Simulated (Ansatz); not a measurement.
**GeH2OSb (doublet): density, localisation and related maps**

```xyz
5

Ge   -0.3784    3.0587   -0.0269
O    -1.5264    3.8616   -1.1359
Sb    1.8900    2.4098   -0.6924
H    -2.3795    4.0516   -0.7210
H    -1.1099    2.8909    1.3368
```

Geometry: B3LYP-D3(BJ)/def2-SVP; core potentials replace the inner electrons of Sb.

Method: isolated molecule in a Gaussian basis; Kohn-Sham density functional theory, functional PBE0 (Ansatz).

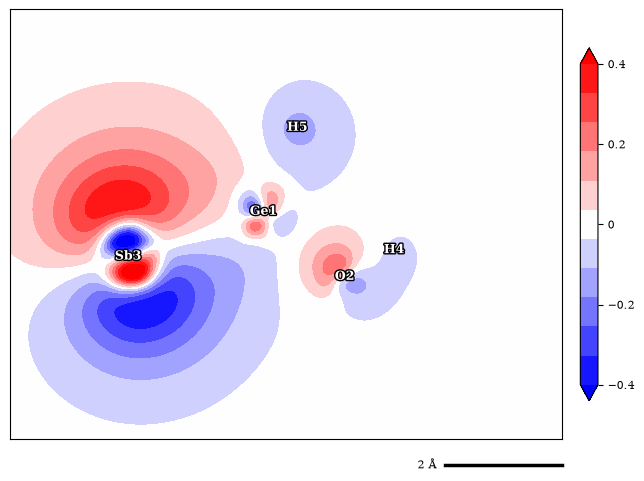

Figure 1. The HOMO−1 (α) on the molecular plane (values in Å⁻³ᐟ²; the overall sign is arbitrary).

Where does this orbital lie, and at what energy?

By Hirshfeld shares it lies mainly on Sb3 (about 85 %) and Ge1 (about 10 %); it is symmetric in the molecular plane (an in-plane orbital: σ, lone-pair or in-plane π type). Its energy is −6.35 eV.

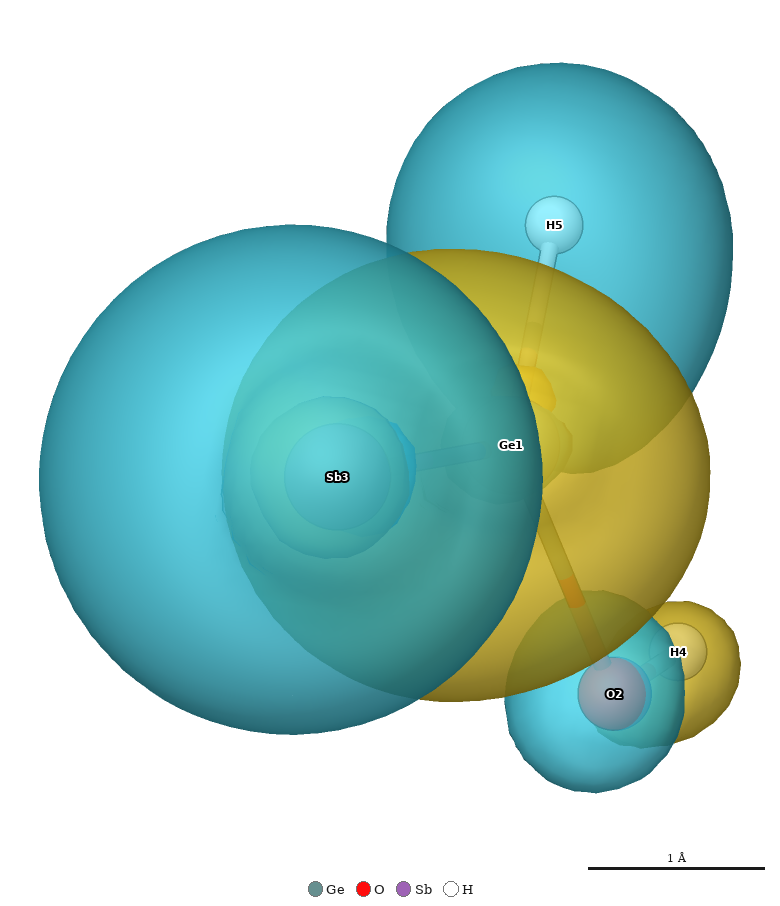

Figure 2. The HOMO−1 (β) at ±0.1 Å⁻³ᐟ² (yellow and cyan are the two phases), seen at an oblique angle.

Where does this orbital lie, and at what energy?

It lies mainly on Sb3 (about 50 %), Ge1 (about 30 %) and H5 (about 15 %); it is symmetric in the molecular plane (an in-plane orbital: σ, lone-pair or in-plane π type). Its energy is −8.22 eV.
